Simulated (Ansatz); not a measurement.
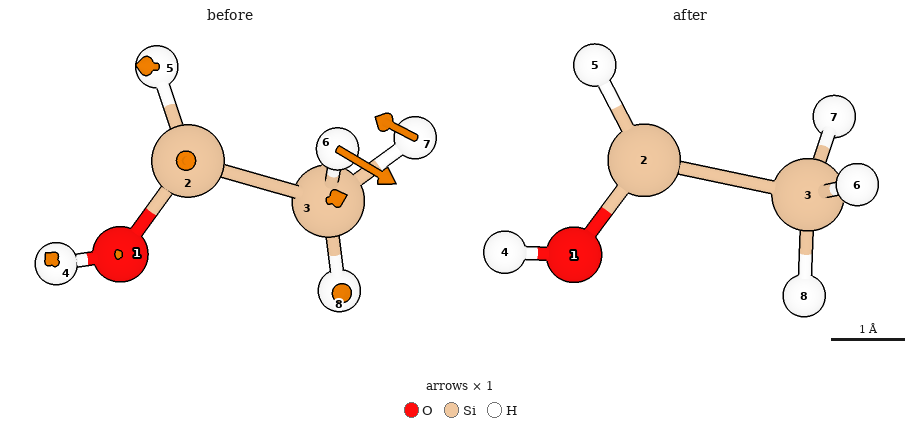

The structure of Si$_{2}$H$_{5}$O (charge +1) before (left) and after (right) a relaxation, at one scale. The orange arrows give the displacements, at their true length.

The picture is a ball-and-stick view, seen at a tilt.

It is one of the separated reactants of a reaction.

Method: Ansatz 0.2.0, RKS PBE-D4/def2-SVP. (force threshold 0.03 eV/Å; at most 250 steps)

### Describe what moved and what it gained.

The largest move after the best rigid fit is that of H6, 1.02 Å. Largest moves by element: H 1.02 Å, Si 0.50 Å, O 0.12 Å. Among the contacts that change: Si3–H6 1.420 → 1.499 Å, O1–H4 0.961 → 0.981 Å, Si2–H5 1.483 → 1.502 Å, Si3–H8 1.481 → 1.494 Å. Bond angles that change, for instance: H6–Si3–H7 71.1° → 113.7°, Si2–Si3–H6 59.6° → 102.0°, H6–Si3–H8 151.3° → 115.3°. After 15 geometry steps the energy has fallen by 89.3 kcal/mol. Largest force component: 4 eV/Å at the start, 0.03 eV/Å at the end.
